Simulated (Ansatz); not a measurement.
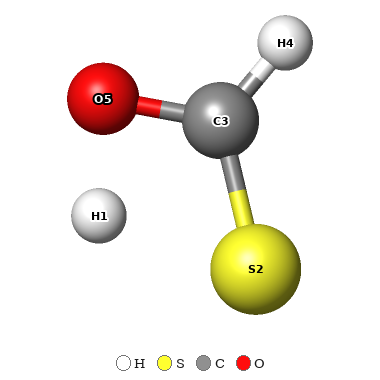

The system is the reacting system CH₂OS (one molecule; an intramolecular 1,3-shift); the picture shows the reference structure. Coordinates scanned: (1) distance H1–O5 (bond that forms); (2) distance H1–S2 (bond that breaks). Relaxed at each point: all other coordinates. The scan uses an 11 × 11 grid. Points are written as (first, second). All energies are given in kJ/mol relative to a guessed transition structure relaxed with its forming and breaking bonds held. The reference is spin-restricted, so regions where a bond is pulled apart into radicals lie too high. Computed with RKS PBE-D4/def2-TZVP (Ansatz).

Its coordinates:

```yaml
atoms:
  - { symbol: H, position_ang: [-0.7873, -0.9655, 0.0427] }
  - { symbol: S, position_ang: [0.8145, -0.9528, -0.7745] }
  - { symbol: C, position_ang: [0.2177, 0.3765, 0.0291] }
  - { symbol: H, position_ang: [0.7043, 1.3529, 0.1450] }
  - { symbol: O, position_ang: [-0.9492, 0.1890, 0.5576] }
```

Range: distance H1–O5 (bond that forms) from 0.873 to 2.073 Å; distance H1–S2 (bond that breaks) from 1.224 to 3.024 Å.

Question: Predict the map.

Answer: The lowest grid point is at (1.033 Å, 2.586 Å), −88 kJ/mol from a guessed transition structure relaxed with its forming and breaking bonds held. The highest grid point, (0.873 Å, 1.224 Å), lies 685 kJ/mol above the lowest. On the interpolated surface the lowest path from the side where the first distance is long, about (2.07 Å, 1.38 Å), to the well on the other side, about (0.98 Å, 2.63 Å), has its top at about (1.37 Å, 1.68 Å), about 89 kJ/mol above the start and 101 kJ/mol above the end.

```
second ↓, first →  0.873  0.940  1.033  1.139  1.255  1.378  1.507  1.641  1.781  1.925  2.073
            3.024    −38    −69    −70    −41      7     60    112    156    193    222    245
            2.802    −55    −84    −84    −54     −5     49    100    143    178    206    226
            2.586    −59    −88    −88    −59    −12     40     88    128    160    184    202
            2.377    −50    −81    −84    −57    −14     33     75    110    137    157    171
            2.175    −28    −62    −70    −49    −13     26     60     87    107    121    130
            1.981      9    −30    −46    −34     −9     18     41     59     71     77     80
            1.797     66     18     −9    −12     −2     11     21     27     29     27     23
            1.624    149     89     45     23     14      9      3     −4    −12    −22    −31
            1.465    268    192    125     79     47     21     −1    −22    −41    −57    −71
            1.325    429    333    239    166    107     60     21    −12    −40    −62    −79
            1.224    597    482    364    266    186    121     69     26     −8    −34    −53
```

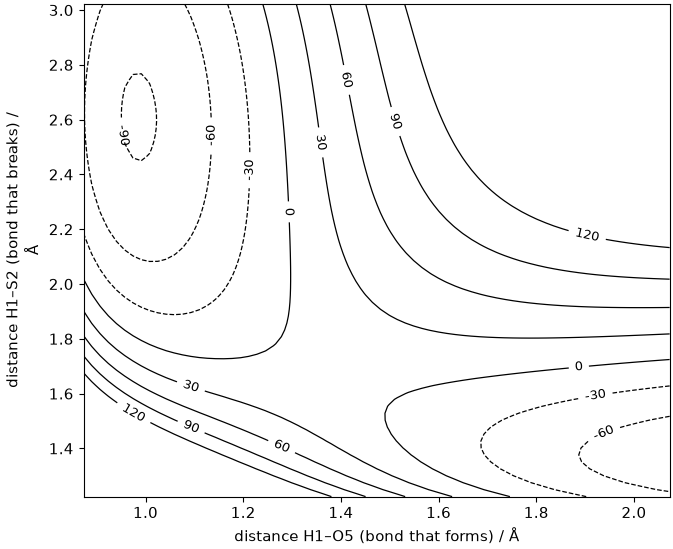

Drawn: contour lines labelled in kJ/mol (none above 120). Between grid points the surface is interpolated.

The whole map (121 points run) took 15 min on 1 thread of Arm Neoverse V2 (shared host).
